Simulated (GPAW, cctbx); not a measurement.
# Bonding in TlB as X-rays see it

Question: by how much does bonding change the X-ray structure factors of TlB, how firmly does DFT give the change, and what does a routine refinement make of it?

The start was made by putting kin elements into a known structure type; the compound need not exist, or be stable, in this form. All numbers below are calculated.

## 1. Relax the structure

The density hangs on the geometry, so cell and atoms are relaxed first, with the symmetry held. The cutoff is set higher than for the density because stress converges slowly with plane waves.

Settings: GPAW 26.7.0, PBE, 670 eV, 6×6×6 k-points, Fermi–Dirac width 0.1 eV, BFGS to 0.03 eV/Å.

```text
cell
1.0
     0.000000000    2.547500000    2.547500000
     2.547500000    0.000000000    2.547500000
     2.547500000    2.547500000    0.000000000
Tl B
1 1
Direct
0.000000000 0.000000000 0.000000000
0.500000000 0.500000000 0.500000000
```

```console
$ OMP_NUM_THREADS=1 mpirun -n 4 gpaw python run.py > gpaw.log
```

```text
BFGS:    0       -6.250194        0.285643
BFGS:    1       -6.253574        0.238329
BFGS:    2       -6.261899        0.013793
cell  3.6474 3.6474 3.6474  60.00 60.00 60.00
volume 34.310 A^3, largest force 0.000 eV/A, largest stress 0.13 GPa
```

After 2 steps the volume has changed by +3.8 % and the energy by -0.012 eV; the largest stress left is 0.13 GPa. It took 9.5 s on 4 cores of Intel(R) Xeon(R) Platinum 8488C (Sapphire Rapids) (shared host), peak memory 0.73 GiB.

Relaxed structure: Fm-3m (no. 225), a = 5.1581 Å, b = 5.1581 Å, c = 5.1581 Å, α = 90.00°, β = 90.00°, γ = 90.00°.

```
atom  mult.    x  y  z
 Tl1      4    0  0  0
  B1      4  1/2  0  0
```

## 2. The all-electron density

X-rays see the whole electron density, so the PAW density is rebuilt with its core regions. Subtracting spherical free atoms from the same code cancels the cores and leaves the deformation density Δρ, the part due to bonding.

Settings: PBE, 550 eV, 8×8×8 k-points, Fermi–Dirac width 0.1 eV; primitive cell of 2 atoms.

```console
$ OMP_NUM_THREADS=1 mpirun -n 4 gpaw python run.py > gpaw.log
```

```text
|iter:   1|       0s |   -6.596386 | -0.09 |       |
|iter:   2|       1s |   -6.518901 | -2.23 | -1.20 |
|iter:   3|       1s |   -6.261844 | -1.46 | -1.25 |
...
|iter:   6|       1s |   -6.263637c| -5.40 | -3.35 |
|iter:   7|       1s |   -6.263639c| -6.45 | -3.95 |
|iter:   8|       2s |   -6.263639c| -7.63c| -4.54c|
```

```text
grid (40, 40, 40)  electrons 86.000  moved by bonding 0.304 e
deformation density beyond 0.5 A of the nuclei: max 0.051, min -0.062 e/A^3
atom        x       y       z   Voronoi charge  moment
Tl1    0.0000  0.0000  0.0000      0.240       0.00
B 2    0.5000  0.5000  0.5000     -0.240       0.00
mean inner potential of superposed free atoms 21.553 V
total magnetic moment 0.000 muB
```

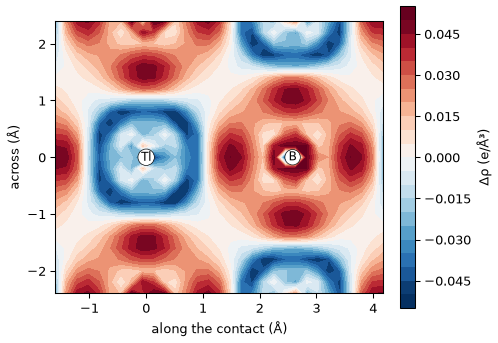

Deformation density in a plane through the shortest contact of the Tl atom at the origin; red gains electrons, blue loses them.

B gains most (-0.24 e) and Tl loses most (+0.24 e), as electronegativity suggests. Such charges fall far short of formal ones, since overlapping free atoms already put density on their neighbours. Along the shortest contact from the Tl atom at the map's origin, Tl–B at 2.58 Å, Δρ is +0.04 e/Å³ at the midpoint and highest, +0.05, 1.55 Å from Tl (points within 0.5 Å of a nucleus left out): little piles up between the atoms. Point values carry grid noise of about 0.01 e/Å³. The run needed 8 iterations, 5.9 s.

## 3. Structure factors

The Fourier components of Δρ, added to those of the free atoms, give the static X-ray structure factors; the Mott–Bethe relation turns them into the Fourier components V of the potential that fast electrons feel.

```text
static structure factors of the conventional cell: F in electrons, V (Mott-Bethe) in volts
   h  k  l      d  |F| table  |F| free   |F| DFT   change   |V| free  |V| DFT  change %
   1  1  1  2.9780   273.535   273.434   272.669   -0.765     9.054    9.280      2.5
   0  2  0  2.5791   288.397   288.321   288.411    0.090    12.369   12.349     -0.2
   0  2  2  1.8237   260.125   260.015   259.790   -0.225     9.329    9.354      0.3
   1  3  1  1.5552   230.006   229.849   230.063    0.215     5.990    5.973     -0.3
   2  2  2  1.4890   240.857   240.734   240.622   -0.113     7.647    7.655      0.1
   0  4  0  1.2895   226.265   226.136   226.465    0.329     6.546    6.528     -0.3
   1  3  3  1.1833   204.147   204.040   204.161    0.121     4.675    4.669     -0.1
   0  4  2  1.1534   214.542   214.423   214.565    0.142     5.757    5.751     -0.1
   2  4  2  1.0529   204.771   204.672   204.733    0.061     5.159    5.156     -0.0
   3  3  3  0.9927   186.211   186.169   186.204    0.034     3.878    3.877     -0.0
   1  5  1  0.9927   186.211   186.169   186.145   -0.024     3.878    3.879      0.0
   0  4  4  0.9118   189.158   189.072   189.077    0.005     4.302    4.302     -0.0
```

The largest X-ray change is -0.77 e on 111, 0.3 % of |F|. For electrons V goes as (Z − F)/g², so a change of F counts against Z − F, which is small at low angle and wherever the atoms' terms cancel: |V| of 111 moves by +2.5 % (9.05 to 9.28 V) against -0.3 % in |F|. The last three rows change by 0.03 e or less, against 0.77 e at the top: the effect is concentrated at low angle. The tabulated Hartree–Fock atoms differ from the free DFT atoms by up to 0.16 e, so the choice of reference atom matters too.

## 4. Which functional?

The same geometry is run with other functionals, to see whether the bonding signal is larger than the spread between approximations. Free atoms are LDA for LDA and PBE otherwise; meta-GGAs and hybrids keep PBE cores. Any other changed setting is in the row's label.

```csv
run,ΔF 111 (e),ΔF 040 (e),ΔF 022 (e),q(B) (e),moved (e),time
PBE,-0.765,+0.329,-0.225,-0.240,0.304,5.9 s
LDA,-0.726,+0.317,-0.247,-0.220,0.288,5.6 s
r2SCAN,-0.701,+0.335,-0.229,-0.240,0.321,8.8 s
```

At the base's settings ΔF(111) spans -0.765 to -0.701 e, a spread of 8 % of the PBE value; over the three listed reflections the spread is at most 10 %, so sign and size hold across the functionals. Times are from shared hosts.

## 5. Refining ordinary atoms against data with bonding

Routine crystallography fits spherical atoms. To see the bias, intensities are simulated from tabulated atoms plus the DFT change ΔF, so that bonding alone can misfit (1138 reflections of the full sphere, merged to the counts below, to 0.5 Å, 1.5 % proportional noise plus counting noise, assumed isotropic U as listed, Δρ smeared by the mean U) and refined with cctbx over different ranges.

| range | data | R1 | GooF | U Tl1 (true 0.0062) | U B1 (true 0.0148) | largest shift (Å) | Δρ max, min (e/Å³) |
| --- | --- | --- | --- | --- | --- | --- | --- |
| all data | 48 | 0.0019 | 0.99 | 0.0062 | 0.0150 | 0.0000 | 0.22, -0.25 |
| low resolution, d > 0.84 | 15 | 0.0021 | 1.04 | 0.0061 | 0.0118 | 0.0000 | 0.20, -0.14 |
| high order, d < 0.75 | 30 | 0.0014 | 0.82 | 0.0062 | 0.0152 | 0.0000 | 0.12, -0.13 |
| occupancies free, d > 0.7 | 22 | 0.0021 | 1.15 | 0.0062 | 0.0152 | 0.0000 | 0.22, -0.19 |

With all data GooF is 0.99, so at this noise the bonding hardly shows; the top residual peak, near noise level, lies 1.06 Å from B and 1.52 Å from Tl. No U is off by more than 3 s.u. at low resolution. Symmetry fixes every coordinate, so the shifts are zero by construction. With Tl1 held at 1 and the scale free, the other occupancies refine to B1 1.024(0.041), within three s.u. of full.

## 6. Answer

Bonding moves 0.30 e in the primitive cell of TlB and changes the structure factors of the conventional cell in the table above by at most 0.77 e (111, 0.3 %). The shortest bond, Tl–B, has Δρ = +0.04 e/Å³ at its midpoint. At the base's settings ΔF(111) spans -0.765 to -0.701 e, a spread of 8 % of the PBE value; over the three listed reflections the spread is at most 10 %, so sign and size hold across the functionals. With all data GooF is 0.99, so at this noise the bonding hardly shows. Limits: static density, frozen cores, no spin–orbit coupling.

[Outputs are excerpts: Python notices, other lines and further rows are left out; steps that failed or that the build refused (PBEsol, TPSS) are not shown.]

[Logs are printed without paths, hosts, clocks, repeated set-up lines and the standing remarks that a program may print on its own settings, such as how far it seeks lower states.]
